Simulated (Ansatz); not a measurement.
**BH5S (SMILES [BH3-][SH2+]): levels of theory compared**

Aim: a comparison of 6 runs (r2SCAN/STO-3G, revPBE/STO-3G, wB97M-V/STO-3G, RPA@PBE/STO-3G, UMP2/STO-3G, CCSDT(Q)/STO-3G) of BH5S. 

The calculation is run with Ansatz 0.2.0.

50 further runs of the same task are left out: 1 that didn't finish, 49 set aside as unsound or not needed.

**1. The structure to begin with**

BH5S: 7 atoms, total charge 0, spin state singlet. As SMILES, `[BH3-][SH2+]`. The H4–B1 distance was set to 2.405 Å, away from the relaxed value. At this shape a bond of the SMILES string is far longer than usual.

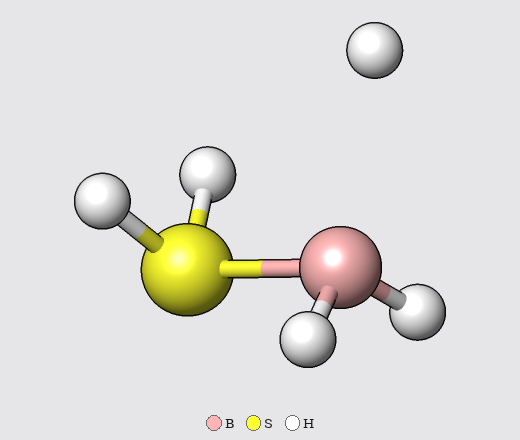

Viewed from a chosen angle; boron pink, sulfur yellow, hydrogen white.

**2. The energy at r2SCAN/STO-3G (run 1)**

Contents of run.yaml:

```yaml
crystal:
  periodic: [false, false, false]
  atoms:
    - {symbol: B, position_ang: [-0.706800, 0.524603, -1.168302]}
    - {symbol: S, position_ang: [0.387400, 1.963703, -0.373102]}
    - {symbol: H, position_ang: [-1.804400, 1.022503, -1.095502]}
    - {symbol: H, position_ang: [-0.344400, -1.447600, 0.159700]}
    - {symbol: H, position_ang: [-0.256600, 0.504003, -2.288502]}
    - {symbol: H, position_ang: [0.104800, 1.889903, 0.940898]}
    - {symbol: H, position_ang: [1.594200, 1.391603, -0.205102]}
basis:
  gaussian:
    orbitals: STO-3G
hamiltonian:
  xc: r2scan
accuracy: high
```

Launch:

```sh
$ ansatz run run.yaml --threads 1 --pin off --max-ram 2610MiB --events-out events.jsonl --progress --plain --runs-dir runs
```

The program printed:

```text
Warning: RAYON_NUM_THREADS=1 ignored (pool sized by the plan → 1); use --threads N
Functional definition: r2SCAN
  name "r2SCAN"
  parameter k0 = 0.174
  parameter k1 = 0.065
  parameter a1 = 4.9479
  exchange = r2scan_x(k0 = k0, k1 = k1, a1 = a1)
  correlation = r2scan_c
332 factors; integrals over basis functions are off by at most 9.2e-9 eV
mean field evaluation 1: about -11454.0757 eV, gradient 2.2e1 eV
mean field evaluation 2: about -11444.3603 eV, gradient 3.2e1 eV
mean field evaluation 4: about -11457.0251 eV, gradient 8.8e0 eV
mean field evaluation 8: about -11457.2979 eV, gradient 4.7e0 eV
mean field evaluation 16: about -11457.3241 eV, gradient 1.6e-3 eV
mean field -11457.32408852 eV, -421.0488942001 hartree, gradient 1.6e-8 eV, S^2 0.000000; 0 other end points of the search recorded, 0 dependent functions left out
reference -11457.32408898 eV, -421.0488942169 hartree; 13, 13 occupied and 6, 6 virtual orbitals, 332 factors
Total energy: -11457.32408898 eV, -421.0488942169 hartree
```

Wall time 2.6 s (1 thread of Arm Neoverse V1, shared host); peak memory 0.14 GiB.

**3. The energy at revPBE/STO-3G (run 2)**

Contents of molecule.yaml:

```yaml
crystal:
  periodic: [false, false, false]
  atoms:
    - {symbol: B, position_ang: [-0.706800, 0.524603, -1.168302]}
    - {symbol: S, position_ang: [0.387400, 1.963703, -0.373102]}
    - {symbol: H, position_ang: [-1.804400, 1.022503, -1.095502]}
    - {symbol: H, position_ang: [-0.344400, -1.447600, 0.159700]}
    - {symbol: H, position_ang: [-0.256600, 0.504003, -2.288502]}
    - {symbol: H, position_ang: [0.104800, 1.889903, 0.940898]}
    - {symbol: H, position_ang: [1.594200, 1.391603, -0.205102]}
basis:
  gaussian:
    orbitals: STO-3G
hamiltonian:
  xc: {name: revPBE}
accuracy: high
```

Launch:

```sh
$ ansatz run molecule.yaml --threads 1 --pin off --max-ram 2610MiB --events-out events.jsonl --progress --plain --runs-dir runs
```

The program printed:

```text
Warning: RAYON_NUM_THREADS=1 ignored (pool sized by the plan → 1); use --threads N
Functional definition: revPBE
  name "revPBE"
  parameter kappa = 1.245
  parameter beta = 0.06672455060314922
  exchange = pbe_x(kappa = kappa, mu = beta*pi^2/3)
  correlation = pbe_c(beta = beta)
332 factors; integrals over basis functions are off by at most 9.2e-9 eV
mean field evaluation 1: about -11453.0630 eV, gradient 2.3e1 eV
mean field evaluation 2: about -11442.3063 eV, gradient 3.3e1 eV
mean field evaluation 4: about -11455.9432 eV, gradient 1.2e1 eV
mean field evaluation 8: about -11455.8577 eV, gradient 1.2e1 eV
mean field -11456.59332301 eV, -421.0220390628 hartree, gradient 7.2e-8 eV, S^2 0.000000; 0 other end points of the search recorded, 0 dependent functions left out
reference -11456.59332557 eV, -421.0220391568 hartree; 13, 13 occupied and 6, 6 virtual orbitals, 332 factors
Total energy: -11456.59332557 eV, -421.0220391568 hartree
```

Run time: 1.3 s. Hardware: 1 thread of Arm Neoverse V1, shared host; peak memory 0.097 GiB.

Runs 3 to 5 aren't shown in full; the table further down has their settings and results.

**4. A single-point energy at CCSDT(Q)/STO-3G (run 6)**

Contents of input.yaml:

```yaml
crystal:
  periodic: [false, false, false]
  atoms:
    - {symbol: B, position_ang: [-0.706800, 0.524603, -1.168302]}
    - {symbol: S, position_ang: [0.387400, 1.963703, -0.373102]}
    - {symbol: H, position_ang: [-1.804400, 1.022503, -1.095502]}
    - {symbol: H, position_ang: [-0.344400, -1.447600, 0.159700]}
    - {symbol: H, position_ang: [-0.256600, 0.504003, -2.288502]}
    - {symbol: H, position_ang: [0.104800, 1.889903, 0.940898]}
    - {symbol: H, position_ang: [1.594200, 1.391603, -0.205102]}
basis:
  gaussian:
    orbitals: STO-3G
correlation:
  method: ccsdt_q
  frozen_orbitals: {B: 1, H: 0, S: 5}
accuracy: high
scf:
  omitted_lower_state_checks: [cluster_reference, increment]
```

Launch:

```sh
$ ansatz run input.yaml --threads 1 --pin off --max-ram 2610MiB --events-out events.jsonl --progress --plain --runs-dir runs
```

The program printed:

```text
Warning: RAYON_NUM_THREADS=1 ignored (pool sized by the plan → 1); use --threads N
[... 12 lines left out ...]
6 core orbitals not correlated: weight in the atoms' cores, before any rotation towards them, 1.000 or more for the frozen orbitals, at most 0.000 for the correlated occupied ones
[... 28 lines left out ...]
WARN: these amplitudes may be one of several solutions (largest doubles amplitude 0.48, level shift 4.76 eV)
Total energy: -11438.23055584 eV, -420.3472198158 hartree
Checks for a lower state left out: cluster_reference, increment
```

It took 0.36 s on 1 thread of Arm Neoverse V1, shared host.

**5. All runs side by side**

```csv
run,level,frozen core orbitals,energy (Eh),wall time
1,r2SCAN/STO-3G,–,-421.048894,2.6 s
2,revPBE/STO-3G,–,-421.022039,1.3 s
3,wB97M-V/STO-3G,–,-421.084659,20 s
4,RPA@PBE/STO-3G,6,-420.397002,1.9 s
5,UMP2/STO-3G,6,-420.297373,0.2 s
6,CCSDT(Q)/STO-3G,6,-420.347220,0.36 s
```

**6. What came out**

| quantity | value |
| --- | --- |
| run 6: total energy | -420.34722 Eh |
| run 6: correlation energy (6 core orbitals frozen) | -195.3 mEh |
| run 6: T1 diagnostic | 0.033 |

Totals of different functionals can't be ranked against each other. In runs 4, 6 the log says that unrestricted orbitals would lower the reference, so the values rest on an unstable closed-shell determinant (other closed-shell runs at this shape may share the fault). In runs 1, 2, 3, 4, 5, 6 the basis is minimal, so the values are rough. Spin contamination of the reference: run 5 ⟨S²⟩ = 0.87. Where it is this large, the reference is a mixture of spin states, and values that rest on it are in doubt. All runs together took 27 s, the longest 20 s.
